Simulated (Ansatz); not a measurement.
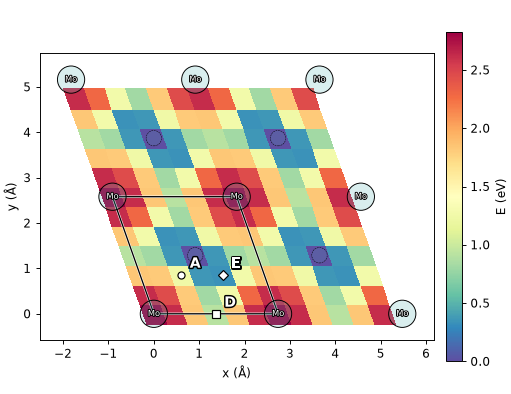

C on a Mo(110) slab cut from the Im-3m phase, its upper half relaxed before the scan (12 atoms of substrate and one adsorbate in a 2 × 2 cell). C is moved over the surface cell; relaxed at each place: the height of the adsorbate's atoms; substrate rigid; the origin of the map has the adsorbate above Mo9. Places are given modulo a cell vector. The map is drawn in real space over the plane of the surface. The grid has 6 × 6 points; 13 points were computed and 23 follow by symmetry. Places are given in fractions of the 1 × 1 surface cell. Energies: eV, counted from the lowest grid point. Computed with Ansatz 0.2.0, DFT PBE, scalar-relativistic, plane waves, PAW. Settings: cutoff 420 eV, k-mesh 5×5×1, gaussian smearing 0.1 eV, no spin polarisation.

The picture shows one coloured cell a grid point, labelled circles for the atoms of the top layer and small ones for the second layer, the outline of one cell of the 2 × 2 shown, lettered points.

> What kind of point is each of A, D: minimum, saddle, maximum or slope?

A: on a slope; D: saddle point. (In these two coordinates alone; a stationary point may lie a little off the grid point.)

> Rank the lettered points by energy, lowest first.

E (0.34 eV), D (0.92 eV), A (1.24 eV).
